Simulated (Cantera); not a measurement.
Feed: 1 mol Si, 0.038 mol N2O, 400 mol N2, at 49000 Pa.

These are equilibrium values from Cantera (NASA tables, ideal gas, pure condensed phases), not measurements of a reactor. Candidate condensed phases: Si, SiO2, Si2N2O, Si3N4; 16 gas species. Mutual solubility and eutectic melting of coexisting phases are not modelled. Rates play no part.

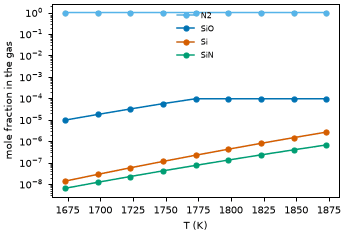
Fig. 1. Equilibrium gas composition (values under 1e-9 drawn at 1e-9)

From 1673 K to 1748 K the condensed part is Si2N2O(s) + Si3N4(s). From 1773 K to 1873 K the condensed part is Si3N4(s). The main Si-bearing gas is SiO throughout.
